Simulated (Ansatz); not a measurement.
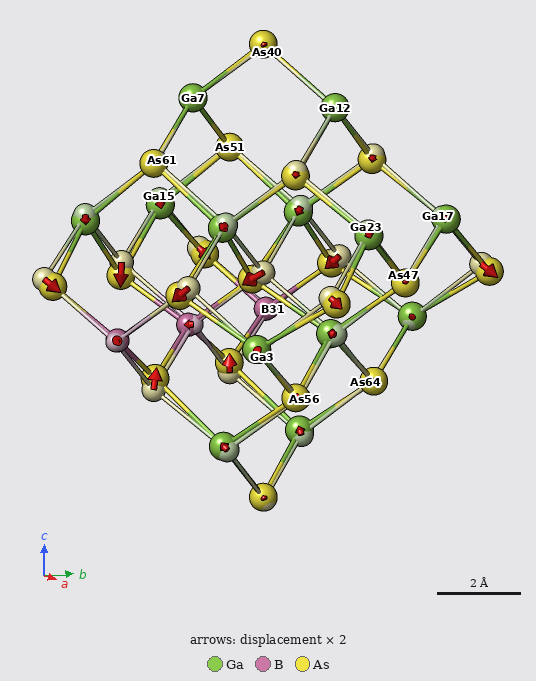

This is a relaxation of crystalline Ga₂₈B₄As₃₂ (a generated structure, set up in P1). The starting structure is drawn faded, the final one solid; red arrows show the displacements, magnified 2 times.

A ball-and-stick model of the atoms within 5.8 Å of the atom that moves most (axes of the cell of the calculation (origin shifted)), seen slightly off an axis.

These are results of Ansatz, DFT, PBEsol, PAW, plane waves, not measurements. Set-up: plane-wave cutoff 420 eV; k-point mesh 1 × 1 × 1; mesh shifted by (0.25, 0.25, 0.25); no spin polarisation; cell relaxed at fixed shape; force threshold 0.03 eV/Å; at most 80 steps.

Atoms of which element are displaced furthest, and by how much?

Arsenic: up to 0.36 Å, against 0.18 Å for gallium.

What happened in the run?

An As atom moves most relative to the cell: 0.36 Å roughly along [−1 −1 −1]. Largest moves by element: As 0.36 Å, Ga 0.18 Å, B 0.13 Å. The drawn cell changes as follows: a = b = c 11.106 → 11.094 Å (−0.1 %); the volume changes by −0.3 %. Among the contacts that change: As–B 2.450 → 2.139 Å, As–B 2.403 → 2.139 Å, As–B 2.423 → 2.162 Å, As–B 2.460 → 2.213 Å. Bond angles that change, for instance: As–B–As 109.9° → 119.4°, As–Ga–As 108.1° → 117.4°, Ga–As–Ga 110.6° → 101.7°. The space group (tolerance 0.01 Å) goes from P1 (No. 1) to Cm (No. 8). Over 6 geometry steps the energy falls by 82.3 meV per atom. Largest force component: 2.8 eV/Å at the start, 0.0096 eV/Å at the end. The pressure goes from 1.09 to 0.00 GPa. Cost: 7.9 s on 1 × NVIDIA GB200 with 8 threads of Arm Neoverse-V2, peak memory 2 GiB.
